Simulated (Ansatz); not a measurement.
Density of states of Ag₂O (Pn-3m, 6 atoms in the cell).

```xyz
6
Lattice="4.6851 0.0000 0.0000 0.0000 4.6851 0.0000 0.0000 0.0000 4.6851" Properties=species:S:1:pos:R:3 pbc="T T T"
Ag     1.1713     1.1713     3.5138
Ag     1.1713     3.5138     1.1713
Ag     3.5138     3.5138     3.5138
Ag     3.5138     1.1713     1.1713
O      0.0000     0.0000     0.0000
O      2.3425     2.3425     2.3425
```

Level of theory: PBE, PAW files (plane waves; Ansatz, an electronic-structure program).

SCF settings: basis.ecutwfc = 420 eV; kpoints.mp_grid.grid = 6 6 6; hamiltonian.xc = pbe; hamiltonian.pseudopotentials = {kind: paw} (the program's default PAW files); scf.occupations.method = cold; scf.occupations.width = 0.272 eV. Keys of the DOS step: output.dos.nscf_kmesh.grid = 6 6 6.

The starting cell comes from a database of computed structures (which also holds hypothetical and non-ambient phases and stackings), without a prior relaxation at this level. Its lattice was rescaled by a random factor within 2.5 % of one. A gap is left out here, as mesh or smearing make it unsure.

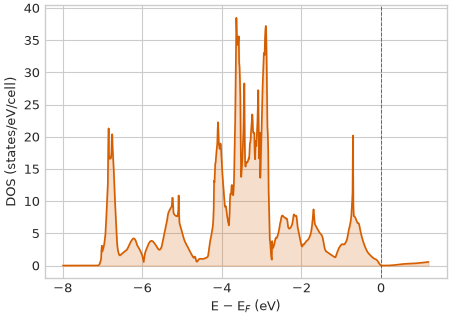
Fig. 1. Total density of states, both spins summed.

Total DOS (both spins), as means of the tabulated values in each energy bin; the zero is the program's Fermi level or highest filled level, and the curve is cut to this window:

(E (eV), states/eV/cell): (-7.88, 0.00); (-7.62, 0.00); (-7.38, 0.00); (-7.12, 0.43); (-6.88, 11.3); (-6.62, 6.23); (-6.38, 2.80); (-6.12, 3.16); (-5.88, 2.64); (-5.62, 3.02); (-5.38, 6.85); (-5.12, 7.73); (-4.88, 3.15); (-4.62, 1.05); (-4.38, 2.06); (-4.12, 15.5); (-3.88, 9.86); (-3.62, 24.1); (-3.38, 18.4); (-3.12, 20.0); (-2.88, 21.7); (-2.62, 4.51); (-2.38, 6.86); (-2.12, 6.23); (-1.88, 3.84); (-1.62, 6.12); (-1.38, 2.66); (-1.12, 2.00); (-0.88, 4.38); (-0.62, 7.80); (-0.38, 2.76); (-0.12, 0.83); (0.12, 0.01); (0.38, 0.11); (0.62, 0.26); (0.88, 0.35)

Keys are those of Ansatz 0.2.
